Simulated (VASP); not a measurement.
## ScAl3 with PBEsol + D3(BJ): from relaxation to properties

How well does PBEsol + D3(BJ) reproduce what experiment finds for ScAl3? The cell is relaxed first, and properties follow on it. The steps: full relaxation (PBEsol + D3(BJ)), second relaxation, single point with fields (PBEsol + D3(BJ)), band structure (PBEsol + D3(BJ)), density of states (PBEsol + D3(BJ)), field gradients at the nuclei (PBEsol + D3(BJ)), volume scan with PBEsol + D3(BJ) and fit for PBEsol + D3(BJ). The start is a computed cell from the Materials Project.

Program: VASP 6.6.1. Level of theory: PBEsol with D3(BJ); plane waves and PAW (Sc_sv, Al). Results are calculated unless marked as measured.

Experimental background.

For Al3Sc, L12 ordered cubic (bulk crystal, 300 K), “A Combined Experimental and First-Principles Based Assessment of Finite-Temperature Thermodynamic Properties of Intermetallic Al3Sc” (2021, pmc:8067998) quotes earlier work: lattice constant a (a at ambient temperature) 4.103 Å [Literature value at ambient temperature, not corrected to 0 K].

### Step 1. The starting structure

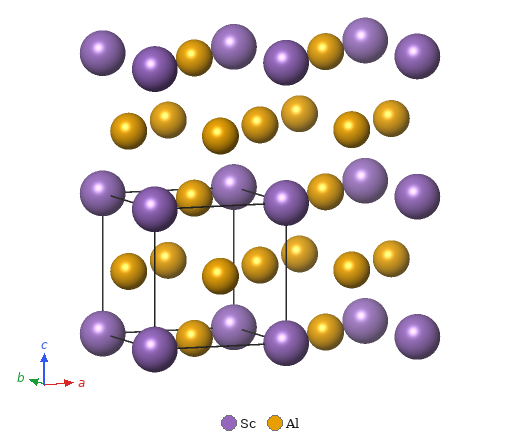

Start, viewed slightly off an axis; scandium purple, aluminium orange. 2×1×2 cells are drawn. Some periodic images of atoms are drawn too.

As a file:

```xyz
4
Lattice="4.0878 0.0000 0.0000 0.0000 4.0878 0.0000 0.0000 0.0000 4.0878" Properties=species:S:1:pos:R:3 pbc="T T T"
Sc    0.0000    0.0000    0.0000
Al    2.0439    0.0000    2.0439
Al    0.0000    2.0439    2.0439
Al    2.0439    2.0439    0.0000
```

### Step 2. Full relaxation (PBEsol + D3(BJ))

Properties are meant for the cell that this level of theory prefers, so cell and atoms are relaxed first (ISIF = 3) until forces and stress are small; EDIFFG sets the threshold. PBEsol restores the gradient expansion of exchange and is tuned for the cells of solids. A dispersion term adds the long-range attraction that semilocal functionals lack. D3 with Becke-Johnson damping keeps a finite attraction at short range.

File INCAR:

```
SYSTEM = ScAl3
PREC = Accurate
ENCUT = 400
EDIFF = 1E-06
NELM = 100
ISMEAR = 1
SIGMA = 0.2
LREAL = .FALSE.
ALGO = Normal
GGA = PS
IVDW = 12
NBANDS = 16
LASPH = .TRUE.
LORBIT = 11
LWAVE = .FALSE.
LCHARG = .FALSE.
KPAR = 4
IBRION = 2
NSW = 60
ISIF = 3
EDIFFG = -0.01
```

File POSCAR:

```
ScAl3
1.0
    4.0878065700      0.0000000000      0.0000000000
    0.0000000000      4.0878065700      0.0000000000
    0.0000000000      0.0000000000      4.0878065700
Sc Al
1 3
Direct
    0.0000000000      0.0000000000      0.0000000000
    0.5000000000      0.0000000000      0.5000000000
    0.0000000000      0.5000000000      0.5000000000
    0.5000000000      0.5000000000      0.0000000000
```

File KPOINTS:

```
Automatic mesh
0
Gamma
5 5 5
0 0 0
```

PAW data sets: Sc_sv and Al (PBE family, release 64).

Launch:

```bash
$ mpirun -np 4 vasp_std
```

What it wrote:

```text
[banner, memory and clock lines left out]
running    4 mpi-ranks, on    1 nodes
 distrk:  each k-point on    1 cores,    4 groups
 distr:  one band on    1 cores,    1 groups

 POSCAR found type information on POSCAR ScAl
 POSCAR found :  2 types and       4 ions
|                                                                             |
|               ----> ADVICE to this user running VASP <----                  |
|                                                                             |
|     You enforced a specific xc type in the INCAR file but a different       |
|     [... a line on the potential file left out ...]
|     I HOPE YOU KNOW WHAT YOU ARE DOING!                                     |
|                                                                             |

 LDA part: xc-table for (Slater+PW92), standard interpolation
 POSCAR, INCAR and KPOINTS ok, starting setup
 FFT: planning ... GRIDC
 FFT: planning ... GRID_SOFT
 FFT: planning ... GRID
 WAVECAR not read
 entering main loop
       N       E                     dE             d eps       ncg     rms          rms(c)
DAV:   1     0.939267779149E+02    0.93927E+02   -0.73549E+03   320   0.920E+02
DAV:   2    -0.170157900799E+02   -0.11094E+03   -0.10787E+03   320   0.292E+02
DAV:   3    -0.217382463406E+02   -0.47225E+01   -0.46532E+01   480   0.545E+01
DAV:   4    -0.218408131525E+02   -0.10257E+00   -0.10254E+00   416   0.944E+00
DAV:   5    -0.218428730914E+02   -0.20599E-02   -0.20599E-02   480   0.118E+00    0.921E+00
DAV:   6    -0.208519861087E+02    0.99089E+00   -0.45879E+00   512   0.227E+01    0.326E+00
DAV:   7    -0.207993194412E+02    0.52667E-01   -0.10484E-01   416   0.252E+00    0.185E+00
DAV:   8    -0.207731394076E+02    0.26180E-01   -0.36474E-02   520   0.146E+00    0.260E-01
DAV:   9    -0.207728404752E+02    0.29893E-03   -0.26859E-03   400   0.552E-01    0.128E-01
DAV:  10    -0.207727624790E+02    0.77996E-04   -0.23145E-04   544   0.151E-01    0.704E-02
DAV:  11    -0.207727612580E+02    0.12210E-05   -0.17666E-05   464   0.250E-02    0.307E-02
DAV:  12    -0.207727557420E+02    0.55160E-05   -0.38114E-05   496   0.671E-02    0.310E-03
DAV:  13    -0.207727557063E+02    0.35671E-07   -0.12702E-06   344   0.125E-02
   1 F= -.22239744E+02 E0= -.22238350E+02  d E =-.222397E+02
 curvature:   0.00 expect dE= 0.000E+00 dE for cont linesearch  0.000E+00
 trial: gam= 0.00000 g(F)=  0.000E+00 g(S)=  0.141E+00 ort = 0.000E+00 (trialstep = 0.100E+01)
 search vector abs. value=  0.141E+00
 bond charge predicted
       N       E                     dE             d eps       ncg     rms          rms(c)
DAV:   1    -0.213218252175E+02   -0.54907E+00   -0.17274E+01   392   0.585E+01    0.629E+00
DAV:   2    -0.207480730683E+02    0.57375E+00   -0.25888E+00   440   0.203E+01    0.132E+00
DAV:   3    -0.207139750822E+02    0.34098E-01   -0.52085E-02   384   0.186E+00    0.696E-01
DAV:   4    -0.207022476162E+02    0.11727E-01   -0.29061E-02   408   0.161E+00    0.316E-01
DAV:   5    -0.207021992404E+02    0.48376E-04   -0.16067E-03   448   0.367E-01    0.120E-01
DAV:   6    -0.207021793177E+02    0.19923E-04   -0.24299E-04   448   0.130E-01    0.431E-02
DAV:   7    -0.207021776266E+02    0.16912E-05   -0.14249E-05   504   0.400E-02    0.105E-02
DAV:   8    -0.207021737200E+02    0.39066E-05   -0.14878E-05   528   0.305E-02    0.251E-03
DAV:   9    -0.207021736012E+02    0.11880E-06   -0.38025E-07   176   0.721E-03
   2 F= -.22281121E+02 E0= -.22279385E+02  d E =-.413767E-01
 trial-energy change:   -0.041377  1 .order   -0.038287   -0.141459    0.064885
 step:   0.7043(harm=  0.6855)  dis= 0.00000  next Energy=   -22.290635 (dE=-0.509E-01)
 bond charge predicted
       N       E                     dE             d eps       ncg     rms          rms(c)
DAV:   1    -0.208056343097E+02   -0.10346E+00   -0.15983E+00   392   0.176E+01    0.203E+00
DAV:   2    -0.207516816508E+02    0.53953E-01   -0.40291E-01   440   0.773E+00    0.373E-01
DAV:   3    -0.207473909248E+02    0.42907E-02   -0.15486E-02   472   0.934E-01    0.225E-01
DAV:   4    -0.207461063435E+02    0.12846E-02   -0.34351E-03   416   0.455E-01    0.827E-02
DAV:   5    -0.207460868893E+02    0.19454E-04   -0.40855E-04   512   0.215E-01    0.434E-02
DAV:   6    -0.207460704115E+02    0.16478E-04   -0.66508E-05   464   0.807E-02    0.125E-02
DAV:   7    -0.207460700499E+02    0.36159E-06   -0.35072E-06   448   0.133E-02
   3 F= -.22290804E+02 E0= -.22289193E+02  d E =-.510597E-01
 curvature:  -0.34 expect dE=-0.182E-10 dE for cont linesearch -0.182E-10
 trial: gam=-0.00002 g(F)=  0.124E-67 g(S)=  0.533E-10 ort = 0.275E-05 (trialstep = 0.941E+00)
 search vector abs. value=  0.100E-09
 reached required accuracy - stopping structural energy minimisation
```

It took 13 s on 4 MPI ranks of Intel Xeon Platinum 8559C (Emerald Rapids), shared host; peak memory 0.62 GiB.

The logs omit lines about the potential files and the build; timing stands in the text.

OUTCAR, selected parts (step 2):

```text
ion  position               nearest neighbor table
   1  0.000  0.000  0.000-   2 2.89   3 2.89   4 2.89   2 2.89   3 2.89   3 2.89   4 2.89   3 2.89
                             2 2.89   4 2.89   2 2.89   4 2.89
   2  0.500  0.000  0.500-   1 2.89   3 2.89   4 2.89   1 2.89   4 2.89   3 2.89   4 2.89   4 2.89
                             1 2.89   3 2.89   1 2.89   3 2.89
   3  0.000  0.500  0.500-   1 2.89   2 2.89   4 2.89   1 2.89   4 2.89   1 2.89   2 2.89   1 2.89
                             2 2.89   4 2.89   4 2.89   2 2.89
   4  0.500  0.500  0.000-   1 2.89   2 2.89   3 2.89   2 2.89   3 2.89   1 2.89   2 2.89   2 2.89
                             1 2.89   3 2.89   3 2.89   1 2.89

  LATTYP: Found a simple cubic cell.
 ALAT       =     4.0878065700

 Subroutine GETGRP returns: Found 48 space group operations
 (whereof 48 operations were pure point group operations)

The static configuration has the point symmetry O_h .

 Found     10 irreducible k-points:

   k-points           NKPTS =     10   k-points in BZ     NKDIM =     10   number of bands    NBANDS=     16

   dimension x,y,z NGX =    28 NGY =   28 NGZ =   28
   dimension x,y,z NGXF=    56 NGYF=   56 NGZF=   56

   ENCUT  =  400.0 eV  29.40 Ry    5.42 a.u.   6.67  6.67  6.67*2*pi/ulx,y,z

   NELECT =      20.0000    total number of electrons

 k-points in reciprocal lattice and weights: Automatic mesh
   0.00000000  0.00000000  0.00000000       0.008
   0.20000000  0.00000000  0.00000000       0.048
   0.40000000  0.00000000  0.00000000       0.048
   0.20000000  0.20000000  0.00000000       0.096
   0.40000000  0.20000000  0.00000000       0.192
   0.40000000  0.40000000  0.00000000       0.096
   0.20000000  0.20000000  0.20000000       0.064
   0.40000000  0.20000000  0.20000000       0.192
   0.40000000  0.40000000  0.20000000       0.192
   0.40000000  0.40000000  0.40000000       0.064

 Edisp (eV)   -1.57895

 average (electrostatic) potential at core
       1 -42.3564       2 -72.2621       3 -72.2621       4 -72.2621

 E-fermi :   7.7974

 k-point     1 :       0.0000    0.0000    0.0000
  band No.  band energies     occupation
    ...
      6       4.9650      2.00000
      7       4.9650      2.00000
      8       5.8492      2.00000
      9       5.8492      2.00000
     10       5.8492      2.00000
     11       8.8975     -0.00000
     12       8.9704     -0.00000
     13       8.9704     -0.00000
     14       8.9704     -0.00000
     15      12.8655      0.00000
    ...

 k-point     2 :       0.2000    0.0000    0.0000
  band No.  band energies     occupation
    ...
      6       3.0319      2.00000
      7       5.2451      2.00000
      8       5.8661      2.00000
      9       5.8661      2.00000
     10       6.9691      2.00000
     11       8.8226     -0.00000
     12       8.8226     -0.00000
     13       9.0872     -0.00000
     14      10.1427     -0.00000
     15      10.8986     -0.00000
    ...

 k-point     3 :       0.4000    0.0000    0.0000
  band No.  band energies     occupation
    ...
      5      -1.1567      2.00000
      6       0.8143      2.00000
      7       5.8739      2.00000
      8       5.8739      2.00000
      9       5.8925      2.00000
     10       8.4487     -0.00004
     11       8.7442     -0.00000
     12       8.7442     -0.00000
     13       9.1503     -0.00000
     14       9.2975     -0.00000
    ...

 Edisp (eV)   -1.54473

  Total      -0.00004    -0.00004    -0.00004    -0.00000    -0.00000    -0.00000
  in kB      -0.00095    -0.00095    -0.00095    -0.00000    -0.00000    -0.00000
  external pressure =       -0.00 kB  Pullay stress =        0.00 kB

  energy-cutoff  :      400.00
  volume of cell :       64.92
      direct lattice vectors                 reciprocal lattice vectors
     4.019152815  0.000000000 -0.000000000     0.248808653 -0.000000000 -0.000000000
     0.000000000  4.019152815 -0.000000000    -0.000000000  0.248808653 -0.000000000
     0.000000000  0.000000000  4.019152815     0.000000000  0.000000000  0.248808653

 POSITION                                       TOTAL-FORCE (eV/Angst)
 -----------------------------------------------------------------------------------
      0.00000      0.00000      0.00000        -0.000000     -0.000000      0.000000
      2.00958      0.00000      2.00958         0.000000      0.000000      0.000000
      0.00000      2.00958      2.00958        -0.000000      0.000000      0.000000
      2.00958      2.00958     -0.00000         0.000000      0.000000      0.000000
 -----------------------------------------------------------------------------------
    total drift:                               -0.000000     -0.000000     -0.000000

  FREE ENERGIE OF THE ION-ELECTRON SYSTEM (eV)
  ---------------------------------------------------
  free  energy   TOTEN  =       -22.2908035440 eV

  energy  without entropy=      -22.2859713364  energy(sigma->0) =      -22.28919281

 reached required accuracy - stopping structural energy minimisation

 total charge
# of ion       s       p       d       tot
------------------------------------------
    1        2.194   6.159   1.364   9.717
    2        0.417   0.400   0.000   0.817
    3        0.417   0.400   0.000   0.817
    4        0.417   0.400   0.000   0.817
--------------------------------------------------
tot          3.446   7.359   1.364  12.169

[... 3 further parts left out ...]
```

The k-mesh is coarse for a metal. The PAW data sets were made with PBE, which is usual practice but a small mismatch for other functionals. Dispersion corrections of this kind ignore metallic screening and tend to overbind metals. The run keeps the 48 symmetry operations of its start, so it cannot find a distortion of lower symmetry.

Step by step:

```
step  energy less that of the first step (eV)  largest force (eV/Å)  pressure (GPa)  volume (Å³)
   1                                   0.0000                0.0000           -4.64        68.31
   2                                  -0.0414                0.0000            2.29        63.54
   3                                  -0.0511                0.0000            0.00        64.92
```

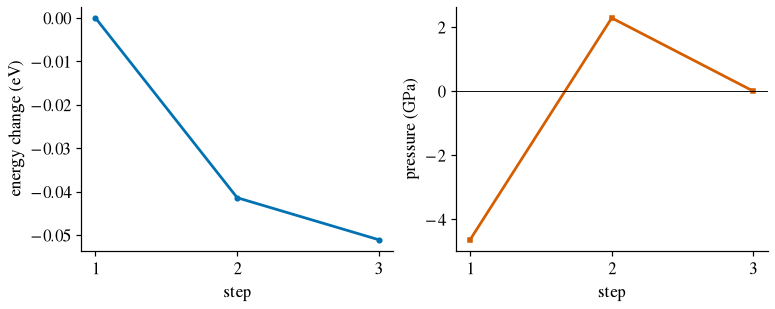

Energy and pressure along the relaxation.

```
conventional cell, symmetrised  before  after  change
                         a (Å)   4.088  4.019  -1.7 %
                         b (Å)   4.088  4.019  -1.7 %
                         c (Å)   4.088  4.019  -1.7 %
              volume (Å³/atom)   17.08  16.23  -5.0 %
```

Final coordinates:

```
Sc Al
1.0
     4.01915    0.00000    0.00000
     0.00000    4.01915    0.00000
     0.00000    0.00000    4.01915
Sc Al
1 3
Direct
  0.00000 0.00000 0.00000
  0.50000 0.00000 0.50000
  0.00000 0.50000 0.50000
  0.50000 0.50000 0.00000
```

This step gave:

| Item | Value |
| --- | --- |
| electrons | 20 |
| bands | 16 |
| irreducible k-points | 10 |
| symmetry operations | 48 |
| free energy (TOTEN) | -22.29 eV |
| energy at zero smearing | -22.29 eV |
| Fermi energy | 7.797 eV |
| pressure | -9.50e-5 GPa |
| metallic | yes |
| SCF cycles over all ionic steps | 29 |

It ends with forces that vanish by symmetry and a pressure of 0.00 GPa.

### Step 3. Second relaxation

A relaxation keeps the plane waves of the cell it began with, so it is repeated from the new cell, on a basis made for it.

INCAR is that of step 2.

File POSCAR:

```
ScAl3
1.0
    4.0191528151      0.0000000000      0.0000000000
    0.0000000000      4.0191528151      0.0000000000
    0.0000000000      0.0000000000      4.0191528151
Sc Al
1 3
Direct
    0.0000000000      0.0000000000      0.0000000000
    0.5000000000      0.0000000000      0.5000000000
    0.0000000000      0.5000000000      0.5000000000
    0.5000000000      0.5000000000      0.0000000000
```

KPOINTS is that of step 2.

Launch:

```bash
$ mpirun -np 4 vasp_std
```

What it wrote:

```text
[banner, memory and clock lines left out]
running    4 mpi-ranks, on    1 nodes
 distrk:  each k-point on    1 cores,    4 groups
 distr:  one band on    1 cores,    1 groups

 POSCAR found type information on POSCAR ScAl
 POSCAR found :  2 types and       4 ions
 [... a notice as in an earlier step ...]

 LDA part: xc-table for (Slater+PW92), standard interpolation
 POSCAR, INCAR and KPOINTS ok, starting setup
 FFT: planning ... GRIDC
 FFT: planning ... GRID_SOFT
 FFT: planning ... GRID
 WAVECAR not read
 entering main loop
       N       E                     dE             d eps       ncg     rms          rms(c)
DAV:   1     0.880390500772E+02    0.88039E+02   -0.71612E+03   320   0.916E+02
DAV:   2    -0.179889249344E+02   -0.10603E+03   -0.10294E+03   320   0.291E+02
DAV:   3    -0.216817776566E+02   -0.36929E+01   -0.36267E+01   488   0.509E+01
DAV:   4    -0.217567737766E+02   -0.74996E-01   -0.74978E-01   400   0.763E+00
DAV:   5    -0.217595541471E+02   -0.27804E-02   -0.27803E-02   488   0.138E+00    0.101E+01
DAV:   6    -0.208237181100E+02    0.93584E+00   -0.42360E+00   512   0.224E+01    0.369E+00
DAV:   7    -0.207694766432E+02    0.54241E-01   -0.89643E-02   400   0.226E+00    0.202E+00
DAV:   8    -0.207450262966E+02    0.24450E-01   -0.31448E-02   496   0.135E+00    0.256E-01
DAV:   9    -0.207447176512E+02    0.30865E-03   -0.22857E-03   400   0.478E-01    0.134E-01
DAV:  10    -0.207446643362E+02    0.53315E-04   -0.16101E-04   552   0.123E-01    0.856E-02
DAV:  11    -0.207446602279E+02    0.41083E-05   -0.15002E-05   408   0.228E-02    0.409E-02
DAV:  12    -0.207446562348E+02    0.39931E-05   -0.27691E-05   544   0.578E-02    0.256E-03
DAV:  13    -0.207446561918E+02    0.42967E-07   -0.88812E-07   264   0.112E-02
   1 F= -.22289390E+02 E0= -.22287779E+02  d E =-.222894E+02
 curvature:   0.00 expect dE= 0.000E+00 dE for cont linesearch  0.000E+00
 trial: gam= 0.00000 g(F)=  0.000E+00 g(S)=  0.203E-05 ort = 0.000E+00 (trialstep = 0.100E+01)
 search vector abs. value=  0.203E-05
 reached required accuracy - stopping structural energy minimisation
```

The job ended after 5.6 s (4 MPI ranks; peak memory 0.61 GiB).

From OUTCAR (step 3):

```text
  LATTYP: Found a simple cubic cell.
 ALAT       =     4.0191528151

The static configuration has the point symmetry O_h .

 Found     10 irreducible k-points:

   ENCUT  =  400.0 eV  29.40 Ry    5.42 a.u.   6.55  6.55  6.55*2*pi/ulx,y,z

   NELECT =      20.0000    total number of electrons

 E-fermi :   7.7976

 k-point     1 :       0.0000    0.0000    0.0000
  band No.  band energies     occupation
    ...
      6       4.9651      2.00000
      7       4.9651      2.00000
      8       5.8493      2.00000
      9       5.8493      2.00000
     10       5.8493      2.00000
     11       8.8976     -0.00000
     12       8.9706     -0.00000
     13       8.9706     -0.00000
     14       8.9706     -0.00000
     15      12.8657      0.00000
    ...

 k-point     2 :       0.2000    0.0000    0.0000
  band No.  band energies     occupation
    ...
      6       3.0321      2.00000
      7       5.2452      2.00000
      8       5.8662      2.00000
      9       5.8662      2.00000
     10       6.9693      2.00000
     11       8.8229     -0.00000
     12       8.8229     -0.00000
     13       9.0875     -0.00000
     14      10.1431     -0.00000
     15      10.8988     -0.00000
    ...

 Edisp (eV)   -1.54473

  Total      -0.00748    -0.00748    -0.00748     0.00000    -0.00000     0.00000
  in kB      -0.18465    -0.18465    -0.18465     0.00000    -0.00000     0.00000
  external pressure =       -0.18 kB  Pullay stress =        0.00 kB

  energy-cutoff  :      400.00
  volume of cell :       64.92
      direct lattice vectors                 reciprocal lattice vectors
     4.019152815  0.000000000  0.000000000     0.248808653  0.000000000  0.000000000
     0.000000000  4.019152815  0.000000000     0.000000000  0.248808653  0.000000000
     0.000000000  0.000000000  4.019152815     0.000000000  0.000000000  0.248808653

 POSITION                                       TOTAL-FORCE (eV/Angst)
 -----------------------------------------------------------------------------------
      0.00000      0.00000      0.00000         0.000000      0.000000      0.000000
      2.00958      0.00000      2.00958         0.000000      0.000000      0.000000
      0.00000      2.00958      2.00958         0.000000      0.000000      0.000000
      2.00958      2.00958      0.00000         0.000000      0.000000      0.000000
 -----------------------------------------------------------------------------------
    total drift:                               -0.000000     -0.000000     -0.000000

  FREE ENERGIE OF THE ION-ELECTRON SYSTEM (eV)
  ---------------------------------------------------
  free  energy   TOTEN  =       -22.2893896859 eV

  energy  without entropy=      -22.2845565081  energy(sigma->0) =      -22.28777863

 total charge
# of ion       s       p       d       tot
------------------------------------------
    1        2.194   6.159   1.364   9.717
    2        0.417   0.400   0.000   0.818
    3        0.417   0.400   0.000   0.818
    4        0.417   0.400   0.000   0.818
--------------------------------------------------
tot          3.446   7.360   1.364  12.170

[... 5 parts as in an earlier step ...]

[... 6 further parts left out ...]
```

CONTCAR:

```
ScAl3
   1.00000000000000
     4.0191528151000000    0.0000000000000000    0.0000000000000000
     0.0000000000000000    4.0191528151000000    0.0000000000000000
     0.0000000000000000    0.0000000000000000    4.0191528151000000
  Sc              Al
     1     3
Direct
     0.0000000000000000    0.0000000000000000    0.0000000000000000
     0.5000000000000000    0.0000000000000000    0.5000000000000000
     0.0000000000000000    0.5000000000000000    0.5000000000000000
     0.5000000000000000    0.5000000000000000    0.0000000000000000
```

Little changed from the start: no atom moved by 0.005 Å and no cell edge by 0.1 %.

This step gave:

| Quantity | Value |
| --- | --- |
| Fermi energy | 7.798 eV |
| pressure | -0.01847 GPa |
| SCF cycles over all ionic steps | 13 |

It ends with forces that vanish by symmetry and a pressure of -0.02 GPa. The volume moved by under 0.01 %: the run met its threshold at the first step.

(Part 1 of 4 ends here.)

[Lines on the potential files, build, host, timing and source positions are cut from VASP's logs without a mark.]

[Logs are printed without paths, hosts, clocks, repeated set-up lines and the standing remarks that a program may print on its own settings, such as how far it seeks lower states.]

[Hosts, paths, dates, database ids (printed as entryN), source tags and the programs' standing remarks are cut or masked in the printed files.]

[A measured line is paired with the nearest computed mode of its activity, which favours agreement.]
